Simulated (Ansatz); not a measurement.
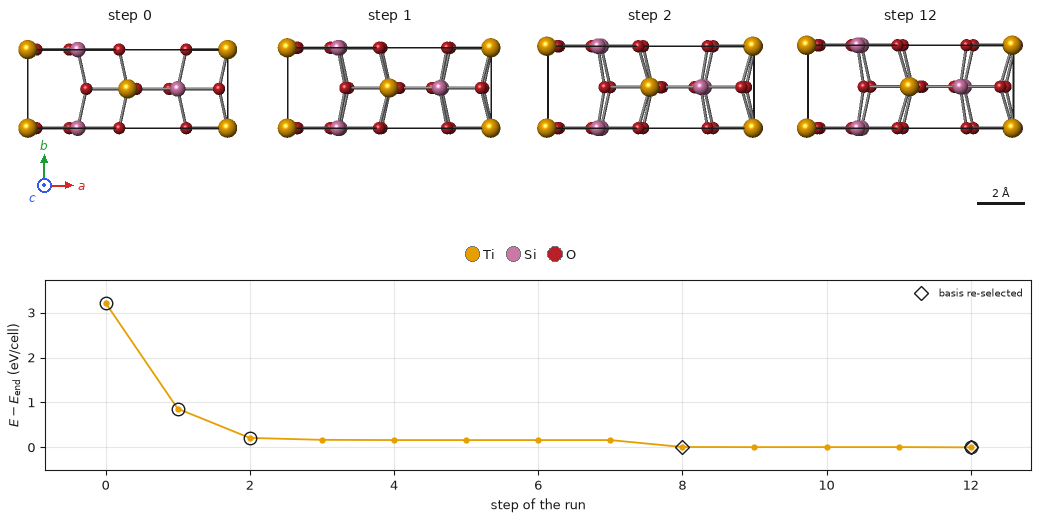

Frames of a relaxation of solid TiSi₃O₈ (built on the anatase host type), marked on the history of the run. A ball-and-stick model of the conventional cell (2 times the calculation's cell), seen along the c axis. Lengths and directions refer to the drawn axes.

These are results of DFT, PBE, plane waves, PAW in Ansatz 0.2.0, not measurements. (plane-wave cutoff 420 eV; k-point mesh 8 × 8 × 4; occupations fermi dirac; smearing width 0.02 eV; no spin polarisation; cell and atoms relaxed; force threshold 0.005 eV/Å)

What happens along the run?

Answer. An O atom moves most relative to the cell: 0.20 Å along [−2 0 −1]. Largest moves by element: O 0.20 Å, Si 0.09 Å, Ti 0.06 Å. Cell: a 9.297 → 9.590 Å (+3.1 %), b 3.403 → 3.591 Å (+5.5 %), c 6.807 → 7.171 Å (+5.4 %), β 111.5° → 111.7°. Volume +14.5 %. Among the contacts that change: O–Ti 1.792 → 1.988 Å, O–Ti 1.742 → 1.933 Å, O–Ti 1.742 → 1.872 Å, O–Si 1.742 → 1.846 Å. Bond angles that change, for instance: O–Si–O 155.4° → 164.8°, Ti–O–Ti 155.4° → 147.2°, O–Ti–O 155.4° → 147.2°. The space group stays Cm (No. 8). After 10 accepted moves (12 points after the start) the energy has fallen by 3.217 eV per cell of the calculation. The largest force component goes from 5.3 to 0.0012 eV/Å. The pressure goes from 47.85 to 0.02 GPa. At 2 points the geometry stayed and the basis and grid were re-selected for the new cell (energy shift of 0.154 eV per cell of the calculation at most each time). From step 0 to 1: an O atom moves most (0.09 Å), volume +6.7 %, energy −2.356 eV per cell of the calculation. From step 1 to 2: an O atom moves most (0.09 Å), volume +5.0 %, energy −0.650 eV per cell of the calculation. From step 2 to 12: an O atom moves most (0.04 Å), volume +2.2 %, energy −0.210 eV per cell of the calculation.

```tsv
step	E − E(0), meV/atom	largest force component, eV/Å	pressure, GPa	volume, Å³/atom	note
0	0.00	5.3457	47.85	8.351	
1	-196.36	2.0367	19.24	8.907	
2	-250.56	0.5953	3.05	9.356	
3	-254.17	0.1729	-0.08	9.465	
4	-254.58	0.0477	0.00	9.465	
5	-254.59	0.0242	0.02	9.467	
6	-254.60	0.0145	0.00	9.468	
7	-254.60	0.0029	0.00	9.468	
8	-267.45	0.0081	2.16	9.468	same geometry, new basis
9	-267.65	0.0149	0.22	9.550	
10	-267.61	0.0063	0.00	9.559	
11	-267.61	0.0012	0.00	9.559	
12	-268.09	0.0012	0.02	9.559	same geometry, new basis
```
